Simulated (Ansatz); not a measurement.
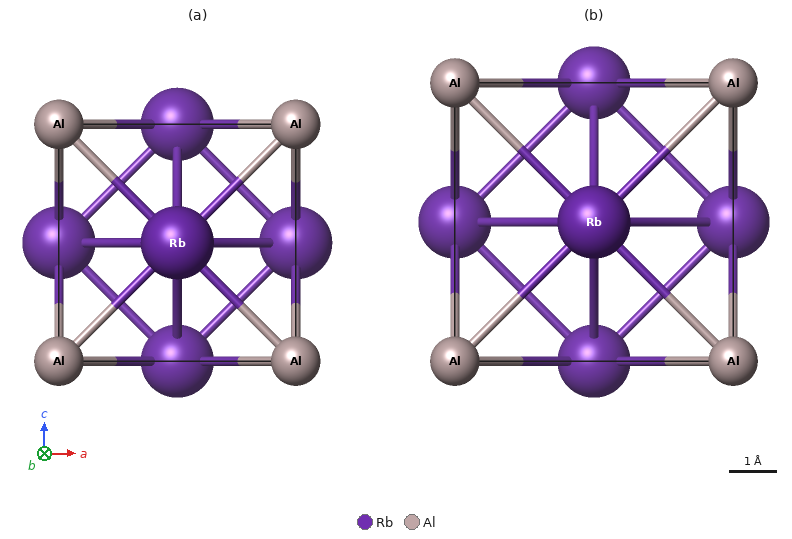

The structure of crystalline Rb$_{3}$Al (built on the Cu3Au (L1_2)_221 type) (coarse preliminary run) before (left) and after (right) a relaxation, at one scale.

The picture is a ball-and-stick view of the cell of the calculation, seen along the b axis.

Case: Cu3Au (L1_2) type (Pm-3m, No. 221).

The calculation used DFT PBE, scalar-relativistic, plane waves, PAW in Ansatz.

Input file:
```yaml
crystal:
  lattice:
    - [5.1302876615, 0.0, 0.0]
    - [0.0, 5.1302876615, 0.0]
    - [0.0, 0.0, 5.1302876615]
  atoms:
    - { symbol: Rb, position: [0.0, 0.5, 0.5] }
    - { symbol: Rb, position: [0.5, 0.0, 0.5] }
    - { symbol: Rb, position: [0.5, 0.5, 0.0] }
    - { symbol: Al, position: [0.0, 0.0, 0.0] }
basis:
  ecutwfc: 420
kpoints:
  mp_grid: { grid: [4, 4, 4] }
hamiltonian:
  xc: pbe
scf:
  occupations: { method: gaussian, width: 0.1 }
  lower_state_search: "off"
output:
  forces: true
  stress: true
  eigenvalues: true
relax:
  adjacent_minimum: "off"
  f_tol: 0.04
  max_steps: 70
  cell: { stress_tol: 0.4 }
```

Launched with:
```bash
ansatz run input.yaml --threads 1 --pin off --max-ram 2560MiB --backend cpu --events-out ev --progress --plain --runs-dir out
```

### Summarise the run.

The atoms keep their places relative to the cell (all moves are under 0.005 Å). The drawn cell changes as follows: a = b = c 5.130 → 6.027 Å (+17.5 %); the volume changes by +62.1 %. Some distances before and after: Rb1–Rb2 3.628 → 4.261 Å, Rb1–Al4 3.628 → 4.261 Å. The space group stays Pm-3m (No. 221). The energy falls by 1.428 eV per cell of the calculation in 4 accepted moves (5 points after the start). All forces vanish by symmetry, so only the cell relaxes. The pressure goes from 7.61 to 0.21 GPa. At 1 point the geometry stayed and the basis and grid were re-selected for the new cell (energy shift of 18.6 meV per cell of the calculation at most each time). Cost: 5.9 s on 1 thread of Intel(R) Xeon(R) 6975P-C (Granite Rapids), on a shared host, peak memory 0.44 GiB.
